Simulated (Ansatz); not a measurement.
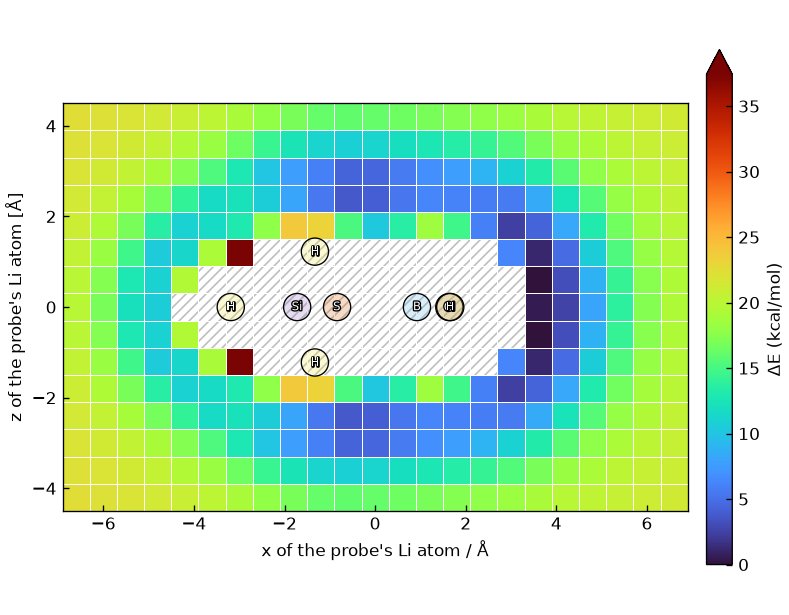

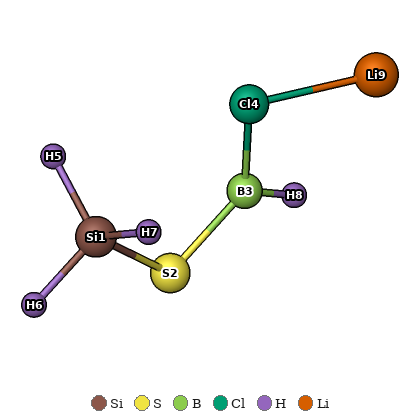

Energy landscape of BClH₄SSi (SMILES [SiH3]SBCl) with the probe Li+. The probe is moved over the plane through the molecule's long axis and the normal of its main plane. First axis: x of the probe's Li atom. Second axis: z of the probe's Li atom. Nothing is relaxed (molecule and probe rigid). The grid has 23 × 15 points. At 55 points there is no value (left out of the scan, as a rule where atoms come close). Points are written as (first, second). Energies: kcal/mol, counted from the lowest grid point. Energies and slopes of some neighbouring points disagree (a jump in structure or state, or too coarse a mesh). Method: RKS B3LYP-D4/def2-SVP (Ansatz).

The picture shows one coloured cell a grid point, labelled circles for the molecule's atoms, projected on the plane, one colour for all values above the top of the scale, hatched blanks where no value was computed. The second picture is the structure at the lowest point.

> What does the map say about the system?

The lowest grid point is at (3.6 Å, 0.6 Å) [nearest 1 Cl at 2.23 Å]. The highest grid point, (−3.0 Å, 1.2 Å) [nearest 1 H at 1.40 Å], lies 37.4 kcal/mol above the lowest.

The values on the grid:

```
z of the probe's Li atom ↓, x of the probe's Li atom →  −6.0  −4.8  −3.6  −2.4  −1.2   0.0   1.2   2.4   3.6   4.8   6.0
                                                   4.2  22.2  21.5  20.1  17.9  16.2  16.1  16.9  17.8  19.1  20.3  21.1
                                                   3.6  21.9  20.6  18.2  14.5  11.2  11.2  12.7  14.3  16.8  19.3  20.7
                                                   3.0  21.3  19.1  15.3  10.0   5.9   4.5   6.8   8.9  13.3  17.8  20.2
                                                   2.4  20.5  16.7  11.6  10.6   5.4   4.0   6.3   5.8   8.4  15.6  19.5
                                                   1.8  19.4  13.5  11.7  17.7  23.1  10.2  18.5   5.9   4.3  13.1  18.8
                                                   1.2  18.3  10.5  19.2     –     –     –     –     –   1.1  10.7  18.1
                                                   0.6  17.3  10.8     –     –     –     –     –     –   0.0   8.8  17.6
                                                   0.0  16.9  10.6     –     –     –     –     –     –   0.5   8.1  17.4
                                                  −0.6  17.3  10.8     –     –     –     –     –     –   0.0   8.8  17.6
                                                  −1.2  18.3  10.5  19.1     –     –     –     –     –   1.1  10.7  18.1
                                                  −1.8  19.4  13.5  11.7  17.7  23.1  10.2  18.5   5.9   4.3  13.1  18.8
                                                  −2.4  20.5  16.7  11.6  10.6   5.4   4.0   6.3   5.8   8.4  15.6  19.5
                                                  −3.0  21.3  19.1  15.3  10.0   5.9   4.5   6.8   8.9  13.3  17.8  20.2
                                                  −3.6  21.9  20.6  18.2  14.5  11.2  11.2  12.7  14.3  16.8  19.3  20.7
                                                  −4.2  22.2  21.5  20.1  17.9  16.2  16.1  16.9  17.8  19.1  20.3  21.1
```

The table holds every second grid line.

The input of one point:

```yaml
crystal:
  periodic: [false, false, false]
  atoms:
    - { symbol: Si, position_ang: [-1.720813, 0.941697, 4.2e-05] }
    - { symbol: S, position_ang: [-0.839553, -1.061302, -8.9e-05] }
    - { symbol: B, position_ang: [0.923089, -0.747211, 0.000108] }
    - { symbol: Cl, position_ang: [1.637277, 0.866816, -6.2e-05] }
    - { symbol: H, position_ang: [-1.329317, 1.688421, -1.223392] }
    - { symbol: H, position_ang: [-3.1866, 0.689897, 0.000454] }
    - { symbol: H, position_ang: [-1.328666, 1.688465, 1.223237] }
    - { symbol: H, position_ang: [1.658137, -1.695394, 0.000383] }
    - { symbol: Li, position_ang: [3.6, 0.0, 0.6] }
total_charge: 1
basis:
  gaussian: { orbitals: def2-SVP }
hamiltonian:
  xc: { name: B3LYP }
  dispersion: d4
output:
  forces: true
```

Each point was launched as `ansatz run input.yaml --threads 1 --pin off --max-ram 2560MiB --backend cpu --events-out ev --progress --plain --runs-dir out`. Time for the 290 points that were run: 23 min on 1 thread of Arm Neoverse V2, with other jobs on the host.
